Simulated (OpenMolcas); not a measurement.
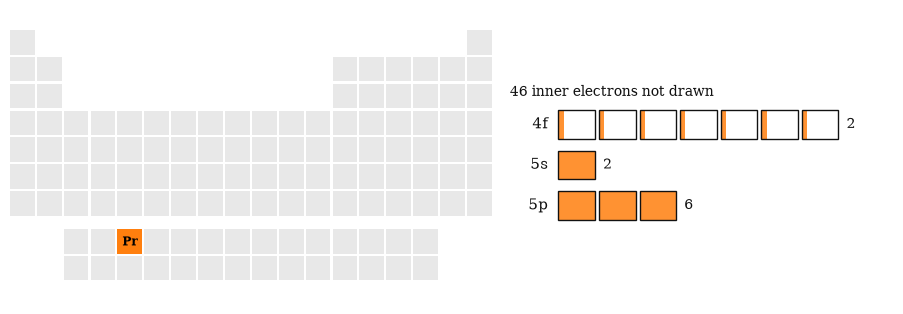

Fig. 1: Left, the place of praseodymium in the periodic table; right, the outer shells of the leading configuration of the lowest level: a box for each of the 2l + 1 orbitals, shaded by the share of the shell that is filled, with the electron count at the right.

# Pr³⁺ complex: multiconfigurational calculation (part 1 of 2)

Pr³⁺ with 2 ligands (Cl; linear, 2.64 Å), with no charges around it. Computed at this level: state-averaged CASSCF, active space 2 electrons in the shell 4f, basis ANO-RCC-VDZP on the metal and ANO-RCC-VDZP on the ligands, DKH2 scalar Hamiltonian, spin-orbit coupling by RASSI with atomic mean-field integrals (OpenMolcas).

**Output (extracts)**
```
--- SEWARD ---
Basis set label: PR.ANO-RCC...7S6P4D2F1G.

      Electronic valence basis set:
      ------------------
      Associated Effective Charge  59.000000 au
      Associated Actual Charge     59.000000 au
      Nuclear Model: Point charge

      Shell  nPrim  nBasis  Cartesian Spherical Contaminant
         s      25       7        X
         p      22       6        X
         d      15       4                 X
         f      11       2                 X
         g       4       1                 X
                  Relativistic Douglas-Kroll-Hess integrals:
                    - DKH order of Hamiltonian: 2
                    - DKH order of Properties : 0
                  Atomic mean-field integrals
--- RASSCF ---
Wave function specifications:
      -----------------------------

      Number of closed shell electrons          90
      Number of electrons in active shells       2
      Max number of holes in RAS1 space          0
      Max nr of electrons in RAS3 space          0
      Number of inactive orbitals               45
      Number of active orbitals                  7
      Number of secondary orbitals              52
      Spin quantum number                      1.0
      State symmetry                             1
Orbital specifications:
      -----------------------

      Symmetry species                           1   2
                                                ag  au
      Frozen orbitals                            0   0
      Inactive orbitals                         24  21
      Active orbitals                            0   7
      RAS1 orbitals                              0   0
      RAS2 orbitals                              0   7
      RAS3 orbitals                              0   0
      Secondary orbitals                        30  22
      Deleted orbitals                           0   0
      Number of basis functions                 54  50
      Number of CSFs                            21
      Number of root(s) required                21
      Iter CI   SX   CI       RASSCF       Energy    max ROT     max BLB   max BLB  Level Ln srch  Step   QN
          iter iter root      energy       change     param      element    value   shift minimum  type update
 Nr of preliminary CI iterations:   1
      Total energies have been shifted. Add               -10000.00 au
        1   1    9    0  -151.22491826    0.00E+00   7.93E-02   24  27 1  2.37E-01*  0.91   0.00    SX    NO
        2   1    9    0  -151.46422978   -2.39E-01*  5.48E-02   24  27 1  1.66E-01*  0.93   0.00    SX    NO
        3   1    9    0  -151.52346155   -5.92E-02* -3.55E-02   24  27 1  1.11E-01*  0.96   0.00    SX    NO
        4   1    9    0  -151.54528938   -2.18E-02* -2.34E-02   24  27 1  7.40E-02*  0.98   0.00    SX    NO
        5   1    8    0  -151.55507238   -9.78E-03*  3.10E-02   24  27 1  4.99E-02*  0.99   2.50    LS   YES
        6   1    8    0  -151.56226349   -7.19E-03*  1.49E-02   22  26 1 -1.90E-02*  1.00   1.51    LS   YES
        7   1    8    0  -151.56320946   -9.46E-04* -4.86E-03   24  45 1  1.88E-02*  1.01   1.06    QN   YES
        8   1    8    0  -151.56421282   -1.00E-03*  5.32E-03   24  39 1 -1.19E-02*  1.01   2.13    LS   YES
        9   1    8    0  -151.56460517   -3.92E-04*  3.44E-03   24  39 1 -8.49E-03*  1.00   1.03    QN   YES
       10   1    7    0  -151.56475364   -1.48E-04*  4.28E-03   24  39 1 -6.30E-03*  1.00   2.27    LS   YES
       11   1    8    0  -151.56482026   -6.66E-05*  2.04E-03   24  39 1 -3.59E-03*  1.01   1.01    QN   YES
       12   1    7    0  -151.56486210   -4.18E-05*  1.31E-03   24  39 1 -2.43E-03*  1.01   1.65    LS   YES
       13   1    7    0  -151.56486973   -7.63E-06* -1.01E-03   15  42 2  1.88E-03*  1.00   1.00    QN   YES
       14   1    7    0  -151.56487958   -9.85E-06*  9.28E-04   24  39 1 -9.26E-04*  1.00   1.92    LS   YES
       15   1    6    0  -151.56488250   -2.92E-06* -2.07E-04    9  41 2 -7.38E-04*  1.00   1.00    QN   YES
       16   1    6    0  -151.56488335   -8.47E-07* -1.46E-04   24  45 1 -3.21E-04*  1.00   1.71    LS   YES
       17   1    6    0  -151.56488353   -1.76E-07*  8.48E-05    9  41 2  2.19E-04*  1.00   1.00    QN   YES
       18   1    5    0  -151.56488368   -1.49E-07* -6.03E-05    9  41 2  1.12E-04*  1.00   1.71    LS   YES
       19   1    5    0  -151.56488371   -3.14E-08*  3.84E-05   21  38 2 -7.91E-05   1.00   1.01    QN   YES
       20   1    5    0  -151.56488373   -2.06E-08*  3.81E-05   21  38 2 -4.11E-05   1.00   1.76    QN   YES
       21   1    4    0  -151.56488374   -7.95E-09   7.87E-06   24  45 1  1.60E-05   1.00   1.15    QN   YES
      Convergence after 21 iterations
       22   1    4    0  -151.56488374   -8.29E-10   7.87E-06   24  45 1  9.25E-06   1.00   1.15    QN   YES
      Natural orbitals and occupation numbers for root  1
      sym 2:   0.500000   0.500000  -0.000000  -0.000000  -0.000000   0.500000   0.500000
      Natural orbitals and occupation numbers for root  2
      sym 2:   0.500000   0.500000   0.000000  -0.000000   0.000000   0.500000   0.500000
      Natural orbitals and occupation numbers for root  3
      sym 2:   0.500000   0.000000   0.500000   0.000000   0.500000   0.000000   0.500000
::    RASSCF root number  1 Total energy: -10151.59837733
::    RASSCF root number  2 Total energy: -10151.59837733
::    RASSCF root number  3 Total energy: -10151.59390044
::    RASSCF root number  4 Total energy: -10151.59390044
::    RASSCF root number  5 Total energy: -10151.59063668
::    RASSCF root number  6 Total energy: -10151.59020035
::    RASSCF root number  7 Total energy: -10151.59020035
::    RASSCF root number  8 Total energy: -10151.58978840
::    RASSCF root number  9 Total energy: -10151.58978840
::    RASSCF root number 10 Total energy: -10151.58928259
::    RASSCF root number 11 Total energy: -10151.58928259
::    RASSCF root number 12 Total energy: -10151.56611327
::    RASSCF root number 13 Total energy: -10151.56475409
::    RASSCF root number 14 Total energy: -10151.56475409
::    RASSCF root number 15 Total energy: -10151.56422406
::    RASSCF root number 16 Total energy: -10151.56422406
::    RASSCF root number 17 Total energy: -10151.56335909
::    RASSCF root number 18 Total energy: -10151.56335909
::    RASSCF root number 19 Total energy: -10151.47308758
::    RASSCF root number 20 Total energy: -10151.46247415
::    RASSCF root number 21 Total energy: -10151.46247415
--- RASSCF ---
Wave function specifications:
      -----------------------------

      Number of closed shell electrons          90
      Number of electrons in active shells       2
      Max number of holes in RAS1 space          0
      Max nr of electrons in RAS3 space          0
      Number of inactive orbitals               45
      Number of active orbitals                  7
      Number of secondary orbitals              52
      Spin quantum number                      0.0
      State symmetry                             1
Orbital specifications:
      -----------------------

      Symmetry species                           1   2
                                                ag  au
      Frozen orbitals                            0   0
      Inactive orbitals                         24  21
      Active orbitals                            0   7
      RAS1 orbitals                              0   0
      RAS2 orbitals                              0   7
      RAS3 orbitals                              0   0
      Secondary orbitals                        30  22
      Deleted orbitals                           0   0
      Number of basis functions                 54  50
      Number of CSFs                            28
      Number of root(s) required                28
      Iter CI   SX   CI       RASSCF       Energy    max ROT     max BLB   max BLB  Level Ln srch  Step   QN
          iter iter root      energy       change     param      element    value   shift minimum  type update
 Nr of preliminary CI iterations:   1
        1   1    0    0-10151.50173819    0.00E+00   0.00E+00   22  29 2 -4.20E-03*  0.00   0.00    SX    NO
      Natural orbitals and occupation numbers for root  1
      sym 2:   0.272508   0.454984   0.272508  -0.000000   0.272508   0.454984   0.272508
      Natural orbitals and occupation numbers for root  2
      sym 2:   0.272508   0.454984   0.272508  -0.000000   0.272508   0.454984   0.272508
      Natural orbitals and occupation numbers for root  3
      sym 2:   0.785982  -0.000000   0.178996   0.035022   0.785982   0.035022   0.178996
::    RASSCF root number  1 Total energy: -10151.56442349
::    RASSCF root number  2 Total energy: -10151.56442349
::    RASSCF root number  3 Total energy: -10151.56117493
::    RASSCF root number  4 Total energy: -10151.56117493
::    RASSCF root number  5 Total energy: -10151.56088672
::    RASSCF root number  6 Total energy: -10151.56088672
::    RASSCF root number  7 Total energy: -10151.56056443
::    RASSCF root number  8 Total energy: -10151.56017602
::    RASSCF root number  9 Total energy: -10151.56017602
::    RASSCF root number 10 Total energy: -10151.49890947
::    RASSCF root number 11 Total energy: -10151.49890947
::    RASSCF root number 12 Total energy: -10151.49759947
::    RASSCF root number 13 Total energy: -10151.49432608
::    RASSCF root number 14 Total energy: -10151.49432608
::    RASSCF root number 15 Total energy: -10151.48728985
::    RASSCF root number 16 Total energy: -10151.48728985
::    RASSCF root number 17 Total energy: -10151.48351770
::    RASSCF root number 18 Total energy: -10151.48351770
::    RASSCF root number 19 Total energy: -10151.47945089
::    RASSCF root number 20 Total energy: -10151.47945089
::    RASSCF root number 21 Total energy: -10151.47528465
::    RASSCF root number 22 Total energy: -10151.47528465
::    RASSCF root number 23 Total energy: -10151.47150223
::    RASSCF root number 24 Total energy: -10151.47150223
::    RASSCF root number 25 Total energy: -10151.46865906
::    RASSCF root number 26 Total energy: -10151.46865906
::    RASSCF root number 27 Total energy: -10151.46746257
::    RASSCF root number 28 Total energy: -10151.31184088
```

(Continued in part 2.) Outcome of the run: converged.
